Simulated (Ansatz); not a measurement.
**Geometry relaxation, with input and output: CH4FIn**

CH4FIn, SMILES [CH3][InH][F], computed with RKS LDA/def2-SVP (Ansatz 0.2.0).

It belongs to a series of runs on one base structure; here: end point A relaxed.

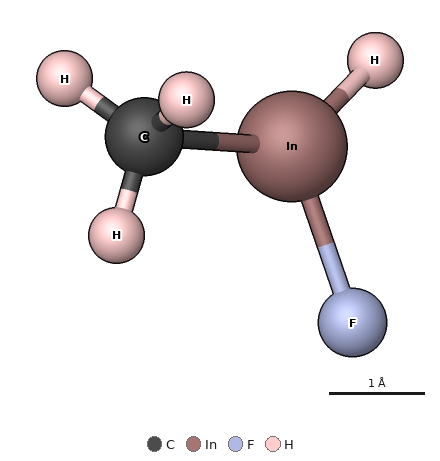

Fig. 1: The starting structure (ball-and-stick view, seen at a tilt). Sticks mark near contacts.

Summary

| quantity | value |
| --- | --- |
| outcome | converged |
| total energy | −8953.2771 eV |
| mean-field energy | −8953.2771 eV |
| largest force (length of the vector) at the end | 0.010 eV/Å |
| hardware | 1 thread of Arm Neoverse N1, 24 GiB of memory available, shared host |
| wall time | 13 s |
| peak memory | 0.13 GiB |

Input file
```yaml
crystal:
  periodic: [false, false, false]
  atoms:
    - { symbol: C, position_ang: [-0.96324, 0.45588, -0.29359] }
    - { symbol: In, position_ang: [1.07438, -0.3266, 0.07905] }
    - { symbol: F, position_ang: [1.02283, -1.48618, 1.66455] }
    - { symbol: H, position_ang: [-1.21118, 0.429, -1.34909] }
    - { symbol: H, position_ang: [-1.59573, -0.2161, 0.28115] }
    - { symbol: H, position_ang: [-1.02906, 1.46869, 0.09242] }
    - { symbol: H, position_ang: [2.702, -0.32469, -0.47448] }
basis:
  gaussian: { orbitals: def2-SVP }
hamiltonian:
  xc: lda
relax:
  f_tol: 0.015
  max_steps: 40
```

Run as:
```bash
ansatz run input.yaml --threads 1 --pin off --max-ram 2048MiB --backend cpu --events-out ev --progress --plain --runs-dir out
```

The program's output
```
The last accepted step is kept in [file] (removed where the run ends without a failure and the disk answers)
Engine: ansatz 0.2.0, aarch64-unknown-linux-gnu
Functional definition: SPW92
  exchange = slater_x
  correlation = pw_c
854 factors; their error is unknown
mean field evaluation 1: about -8941.8911 eV, gradient 7.0e1 eV
mean field evaluation 2: about -8867.5477 eV, gradient 1.9e2 eV
mean field evaluation 4: about -8952.6213 eV, gradient 1.6e1 eV
mean field evaluation 8: about -8953.2185 eV, gradient 8.2e-2 eV
mean field evaluation 16: about -8953.1934 eV, gradient 2.3e-5 eV
mean field -8953.19341637 eV, -329.0237893591 hartree, gradient 2.3e-5 eV, S^2 0.000000; 0 other end points of the search recorded, 0 dependent functions left out
the calculation of the forces begins
reference -8953.19346094 eV, -329.0237909969 hartree; 20, 20 occupied and 54, 54 virtual orbitals, 854 factors
relax step   1: F+E_penalty+E_count = -8953.19341637 eV  Δ(F+E_penalty+E_count) = +0.000e0 eV  max|allowed force component| = 1.510e0 eV/Å  Δτ_max = 0.0000 Å  (25 SCF iters, accepted)
these checks for a lower state are left out or cut short: starts, cluster_reference, orbital_swaps, neighbouring_geometries, increment
854 factors; their error is unknown
mean field -8953.25879129 eV, -329.0261918431 hartree, gradient 1.2e-5 eV, S^2 0.000000; 0 other end points of the search recorded, 0 dependent functions left out
the calculation of the forces begins
reference -8953.25883593 eV, -329.0261934836 hartree; 20, 20 occupied and 54, 54 virtual orbitals, 854 factors
relax step   2: F+E_penalty+E_count = -8953.25879129 eV  Δ(F+E_penalty+E_count) = -6.537e-2 eV  max|allowed force component| = 2.256e-1 eV/Å  Δτ_max = 0.1178 Å  (28 SCF iters, accepted)
these checks for a lower state are left out or cut short: starts, cluster_reference, orbital_swaps, neighbouring_geometries, increment
854 factors; their error is unknown
mean field -8953.27585406 eV, -329.0268188885 hartree, gradient 2.1e-5 eV, S^2 0.000000; 0 other end points of the search recorded, 0 dependent functions left out
the calculation of the forces begins
reference -8953.27589866 eV, -329.0268205273 hartree; 20, 20 occupied and 54, 54 virtual orbitals, 854 factors
relax step   3: F+E_penalty+E_count = -8953.27585406 eV  Δ(F+E_penalty+E_count) = -1.706e-2 eV  max|allowed force component| = 6.490e-2 eV/Å  Δτ_max = 0.0615 Å  (27 SCF iters, accepted)
these checks for a lower state are left out or cut short: starts, cluster_reference, orbital_swaps, neighbouring_geometries, increment
854 factors; their error is unknown
mean field evaluation 32: about -8953.3017 eV, gradient 7.4e-4 eV
mean field -8953.27692168 eV, -329.0268581225 hartree, gradient 2.3e-5 eV, S^2 0.000000; 0 other end points of the search recorded, 0 dependent functions left out
the calculation of the forces begins
reference -8953.27696626 eV, -329.0268597611 hartree; 20, 20 occupied and 54, 54 virtual orbitals, 854 factors
relax step   4: F+E_penalty+E_count = -8953.27692168 eV  Δ(F+E_penalty+E_count) = -1.068e-3 eV  max|allowed force component| = 3.250e-2 eV/Å  Δτ_max = 0.0181 Å  (27 SCF iters, accepted)
these checks for a lower state are left out or cut short: starts, cluster_reference, orbital_swaps, neighbouring_geometries, increment
854 factors; their error is unknown
mean field -8953.27701822 eV, -329.0268616704 hartree, gradient 2.3e-5 eV, S^2 0.000000; 0 other end points of the search recorded, 0 dependent functions left out
the calculation of the forces begins
reference -8953.27706281 eV, -329.0268633090 hartree; 20, 20 occupied and 54, 54 virtual orbitals, 854 factors
relax step   5: F+E_penalty+E_count = -8953.27701822 eV  Δ(F+E_penalty+E_count) = -9.654e-5 eV  max|allowed force component| = 8.384e-3 eV/Å  Δτ_max = 0.0039 Å  (21 SCF iters, accepted)
```

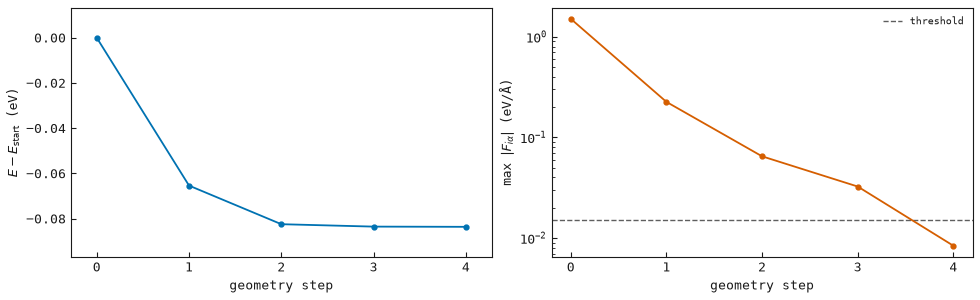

Fig. 2: Progress of the relaxation, step by step (the first geometry is step 0 here and step 1 in the log).

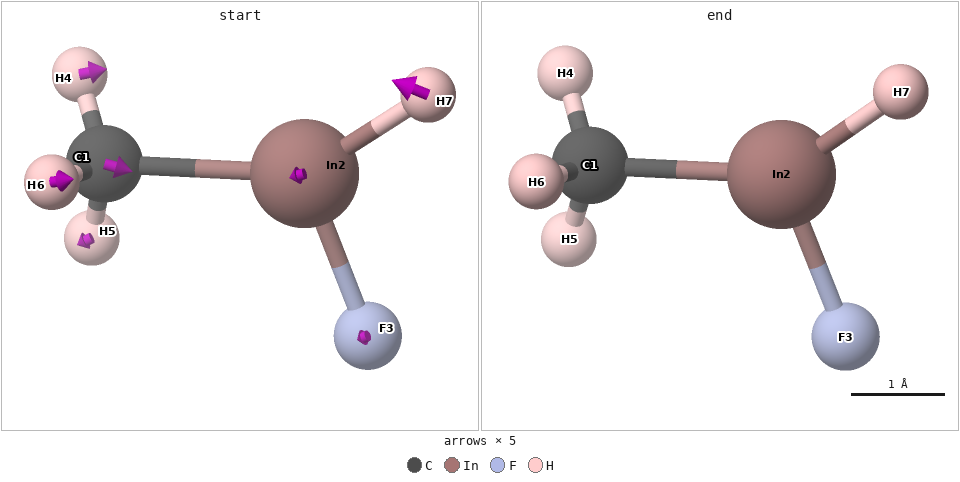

Fig. 3: Before (left) and after (right) the relaxation, at one scale (ball-and-stick view, seen at a tilt). The pink arrows give the displacements, magnified 5 times. After 4 geometry steps the energy has fallen by 0.084 eV. The largest force component goes from 1.5 to 0.0084 eV/Å. The atom that moves furthest after the best rigid fit is H7 (0.086 Å). By element the largest moves are H 0.086 Å, C 0.064 Å, In 0.037 Å, F 0.029 Å. Among the contacts that change: C1–In2 2.214 → 2.119 Å, C1–H4 1.085 → 1.108 Å, C1–H5 1.087 → 1.108 Å, In2–H7 1.719 → 1.713 Å. Among the angles that change: In2–C1–H5 103.2° → 108.1°. (Atoms are counted from 1 in the order of the input.)

```
854 factors; their error is unknown
mean field -8953.27701822 eV, -329.0268616704 hartree, gradient 2.2e-5 eV, S^2 0.000000; 1 other end points of the search recorded, 0 dependent functions left out
the calculation of the forces begins
reference -8953.27706281 eV, -329.0268633090 hartree; 20, 20 occupied and 54, 54 virtual orbitals, 854 factors
Total energy: -8953.27706281 eV, -329.0268633090 hartree
Atom 0 at    -0.915021     0.419949    -0.273129 Å, force     0.008384    -0.001281     0.000230 eV/Å
Atom 1 at     1.037379    -0.322105     0.082366 Å, force    -0.007927    -0.001814     0.006259 eV/Å
Atom 2 at     0.993080    -1.488057     1.668401 Å, force     0.003073    -0.000372    -0.002488 eV/Å
Atom 3 at    -1.154361     0.405958    -1.355031 Å, force    -0.001758    -0.000466     0.002766 eV/Å
Atom 4 at    -1.631092    -0.209848     0.290893 Å, force     0.001008     0.004418    -0.003304 eV/Å
Atom 5 at    -0.974752     1.465104     0.094992 Å, force    -0.001778    -0.002009    -0.002308 eV/Å
Atom 6 at     2.644767    -0.271001    -0.508483 Å, force    -0.001002     0.001525    -0.001156 eV/Å
Dipole moment:    -0.156793     0.414531    -0.497550 e Å
```

Trajectory as extended XYZ (Å, eV, eV/Å), 5 frames, from step=1 to step=5
```
7
Properties=species:S:1:pos:R:3:forces:R:3 step=1 energy=-8953.19342
C    -0.9632    0.4559   -0.2936    1.5096  -0.7111   0.3529
In    1.0744   -0.3266    0.0790   -0.7555   0.3898  -0.2327
F     1.0228   -1.4862    1.6645   -0.0614  -0.0315   0.0588
H    -1.2112    0.4290   -1.3491   -0.1200  -0.0263  -0.7622
H    -1.5957   -0.2161    0.2812   -0.5056  -0.3719   0.3503
H    -1.0291    1.4687    0.0924   -0.0141   0.7091   0.2747
H     2.7020   -0.3247   -0.4745   -0.0529   0.0419  -0.0419
7
Properties=species:S:1:pos:R:3:forces:R:3 step=2 energy=-8953.25879
C    -0.9189    0.4068   -0.2576    0.0233  -0.1021  -0.0248
In    1.0278   -0.3057    0.0732    0.2256  -0.1842   0.0891
F     0.9527   -1.4646    1.6619    0.0795  -0.0431   0.0423
H    -1.1016    0.3860   -1.3452   -0.1990   0.0995  -0.1307
H    -1.6555   -0.2142    0.2906    0.0807   0.0202  -0.0168
H    -0.9367    1.4454    0.1143   -0.1543   0.2106  -0.0034
H     2.6323   -0.2536   -0.5372   -0.0558  -0.0009   0.0443
7
Properties=species:S:1:pos:R:3:forces:R:3 step=3 energy=-8953.27585
C    -0.9138    0.4232   -0.2764   -0.0035  -0.0607   0.0044
In    1.0338   -0.3225    0.0820    0.0338   0.0033   0.0047
F     0.9837   -1.4849    1.6716    0.0011   0.0107  -0.0200
H    -1.1569    0.4093   -1.3586   -0.0011  -0.0037   0.0511
H    -1.6128   -0.2211    0.2945   -0.0342   0.0649  -0.0403
H    -0.9728    1.4661    0.0977   -0.0226  -0.0061   0.0016
H     2.6388   -0.2701   -0.5107    0.0264  -0.0084  -0.0016
7
Properties=species:S:1:pos:R:3:forces:R:3 step=4 energy=-8953.27692
C    -0.9160    0.4206   -0.2734    0.0325  -0.0227   0.0016
In    1.0381   -0.3214    0.0810   -0.0202   0.0025   0.0062
F     0.9904   -1.4854    1.6685    0.0049   0.0001  -0.0041
H    -1.1549    0.4072   -1.3555   -0.0061   0.0010   0.0089
H    -1.6287   -0.2128    0.2913   -0.0001   0.0152  -0.0105
H    -0.9750    1.4647    0.0969   -0.0080   0.0023  -0.0012
H     2.6462   -0.2727   -0.5087   -0.0029   0.0016  -0.0009
7
Properties=species:S:1:pos:R:3:forces:R:3 step=5 energy=-8953.27702
C    -0.9150    0.4199   -0.2731    0.0084  -0.0013   0.0002
In    1.0374   -0.3221    0.0824   -0.0079  -0.0018   0.0063
F     0.9931   -1.4881    1.6684    0.0031  -0.0004  -0.0025
H    -1.1544    0.4060   -1.3550   -0.0018  -0.0005   0.0028
H    -1.6311   -0.2098    0.2909    0.0010   0.0044  -0.0033
H    -0.9748    1.4651    0.0950   -0.0018  -0.0020  -0.0023
H     2.6448   -0.2710   -0.5085   -0.0010   0.0015  -0.0012
```
